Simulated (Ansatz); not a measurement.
## How far to go with the plane-wave cutoff: CdHgSe₂ (R3m, 4 atoms in the cell)

```xyz
4
Lattice="2.1704 1.2531 7.0811 -2.1704 1.2531 7.0811 0.0000 -2.5062 7.0811" Properties=species:S:1:pos:R:3 pbc="T T T"
Cd     0.0000     0.0000    10.6786
Hg     0.0000     0.0000    21.2400
Se     0.0000     0.0000    18.5708
Se     0.0000     0.0000     7.9789
```

Method: PBEsol, default PAW files made with PBE (plane waves; Ansatz, an electronic-structure program).

Base settings: basis.ecutwfc = 30.9 Ry; kpoints.mp_grid.grid = 5 5 5; hamiltonian.xc = pbesol; hamiltonian.pseudopotentials = {kind: paw} (the program's default PAW files); scf.occupations.method = gaussian; scf.occupations.width = 0.0073 Ry.

The second cell is the first with its lattice scaled by 0.98.

The mesh stays at the base's, so the ladder's end is converged at best in this setting alone.

The first pressure column holds Ansatz's estimate of the finite-basis (Pulay) stress, which hides part of the cutoff error; the other is without it.

Only quantities that move along the ladder and can be compared are tabulated.

The count of work is k-points × plane waves × bands × iterations; it is no time. 

The starting cell comes from a database of computed structures (which also holds hypothetical and non-ambient phases and stackings), without a prior relaxation at this level. Its lattice was rescaled by up to half a per cent. One atom was moved a little off its site on purpose. The run gives no clean gap (levels at the Fermi energy touch, overlap or are partly filled at this smearing), which alone does not show that the compound is a metal.

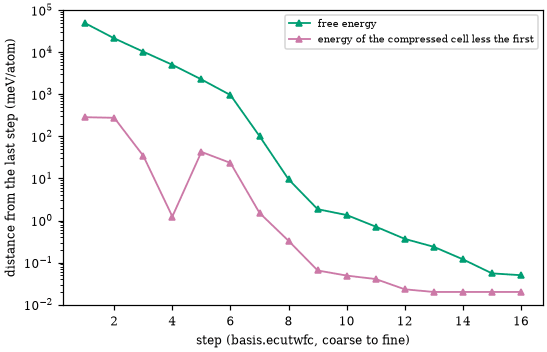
Distance from the last step along the ladder; very small values are drawn at a floor.

```csv
basis.ecutwfc,free energy less the last step's (meV/atom),energy of the compressed cell less the first (meV/atom),pressure (GPa),pressure without the Pulay estimate (GPa),largest difference of a force vector from the last step's (eV/Å),count of work / last
10.7 Ry,49376.67,-276.29,7.13,-885.13,0.458,0.072
12.5 Ry,21526.17,-267.11,0.71,-469.20,0.272,0.074
14 Ry,10367.17,-24.33,-0.41,-265.85,0.113,0.090
15.4 Ry,5059.57,8.99,0.23,-151.48,0.072,0.095
16.9 Ry,2268.18,-32.67,-1.15,-80.11,0.050,0.11
18.4 Ry,962.74,-13.20,-0.31,-40.09,0.046,0.12
21.7 Ry,101.66,11.75,-0.44,-6.63,0.011,0.13
24.6 Ry,9.53,10.56,-0.62,-1.35,0.002,0.17
27.9 Ry,1.86,10.30,-0.63,-0.66,0.000,0.20
30.9 Ry,1.35,10.28,-0.64,-0.66,0.000,0.24
33.8 Ry,0.72,10.27,-0.64,-0.66,0.000,0.27
37.1 Ry,0.37,10.26,-0.64,-0.65,0.000,0.35
41.5 Ry,0.24,10.24,-0.64,-0.64,0.000,0.37
46.3 Ry,0.12,10.24,-0.64,-0.64,0.000,0.49
54 Ry,0.06,10.23,-0.64,-0.64,0.000,0.62
61.7 Ry,0.02,10.23,-0.64,-0.64,0.000,0.75
74.2 Ry,0.00,10.23,-0.64,-0.64,0.000,1.0
```

Coarsest basis.ecutwfc that holds the pressure within 0.1 GPa of the last step, with all finer ones: 24.6 Ry, at 0.17 of the last step's count of work; the step before is off by 0.20 GPa.

Coarsest basis.ecutwfc that holds the pressure without the Pulay estimate within 0.2 GPa of the last step, with all finer ones: 27.9 Ry, at 0.20 of the last step's count of work; the step before is off by 0.70 GPa.

Coarsest basis.ecutwfc that holds the energy of the compressed cell less the first within 0.5 meV/atom of the last step, with all finer ones: 24.6 Ry, at 0.17 of the last step's count of work; the step before is off by 1.5 meV/atom.

The energy difference between the two cells stays within 1 meV/atom of the last step's from 24.6 Ry on, the total only from 33.8 Ry on: much of the error is common to both cells and cancels.

At the lowest cutoff the pressure without the Pulay estimate lies 884 GPa under the last step's, the usual sign of Pulay stress in an incomplete plane-wave basis.

Keys are those of Ansatz 0.2.
